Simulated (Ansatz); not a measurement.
**Frozen-phonon scan for CaO (rock salt)**

CaO (rock salt)

```
CaO
1.0
    0.00000     4.83070     4.83070
    2.41535     2.41535     4.83070
    2.41535     2.41535     0.00000
O Ca
2 2
Cartesian
  0.00000   0.00000   0.00000
  2.41535   4.83070   7.24605
  2.41535   7.24605   7.24605
  2.41535   4.83070   4.83070
```

The atoms are displaced by Q × the pattern below (from a DFPT mode at X = (0.5, 0.5, 0.0), largest move 1; Q in Å), at fixed cell. (q is in reciprocal vectors of the primitive cell; the cell shown is doubled to hold the pattern.)

```
atom      x      y       z
----  -----  -----  ------
O1    0.000  0.000  -0.592
O2    0.000  0.000   0.592
Ca3   0.000  0.000   1.000
Ca4   0.000  0.000  -1.000
```

Level of theory: PBE (plane waves to 420 eV, PAW, scalar-relativistic; Ansatz, a quantum-chemistry and plane-wave program). k mesh 12×12×12 (Γ-centred), Fermi-Dirac smearing 0.05 eV. E stands for the smeared free energy. CaO was relaxed with its symmetry unable to fall. ΔE is measured from the undisplaced structure.

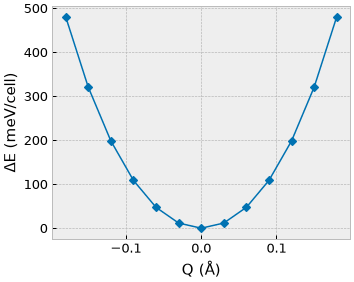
Fig. 1. ΔE (meV/cell) against Q (Å); one marker a computed point.

The energy at Q = 0.180 Å comes out as 481 meV/cell. Wavenumber by perturbation theory (DFPT, on another k mesh): 278 cm⁻¹. Space group of the distorted cell: P4/nmm (No. 129), lowered from Fm-3m. Symmetry of the curve: even: the same for both signs. Harmonic wavenumber from the curvature (finite differences): 278 cm⁻¹.

E″ = 25.94 eV/Å², M = Σ mᵢ|uᵢ|² = 91.4 u, ν̃ = 521.5·√(|E″|/M).

(A displaced cell: forces are minus the slopes of the energy, force constants its curvatures, and phonons follow from these.)
